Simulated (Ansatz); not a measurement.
## Profile along the Se–Pb line in PbSe (rock salt)

PbSe (rock salt), conventional cell a = 6.1016 Å, b = 6.1016 Å, c = 6.1016 Å, α = 90.00°, β = 90.00°, γ = 90.00°. The calculation uses the primitive cell of 2 atoms, to which meshes and values per cell refer.

Fields along a shortest Se–Pb line of a {100} plane (3.05 Å), from Se to Pb, interpolated on the slice's grid (step about 0.2 Å). The numbers are results of PBEsol (plane waves to 420 eV, PAW, scalar-relativistic; Ansatz, a first-principles code), not measurements. k mesh 9×9×9. These are valence fields of a PAW run, semicore shells included where kept as valence: close to a nucleus they are smooth pseudo fields. PbSe was relaxed with its symmetry unable to fall. Spin-orbit coupling is left out, though Pb is heavy.

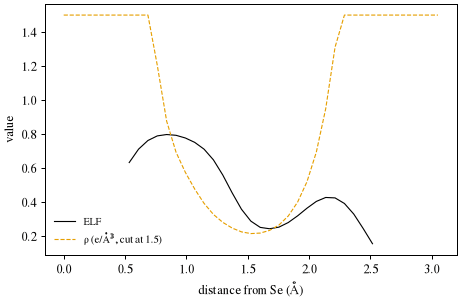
Figure. ELF (away from the nuclei) and valence density from Se to Pb.

Density on the Se–Pb line (3.05 Å) at its midpoint: 0.22 e/Å³. ELF at that point: 0.29. Element round which the density of the highest valence band (whole band, smooth part) is largest on this plane: Se.
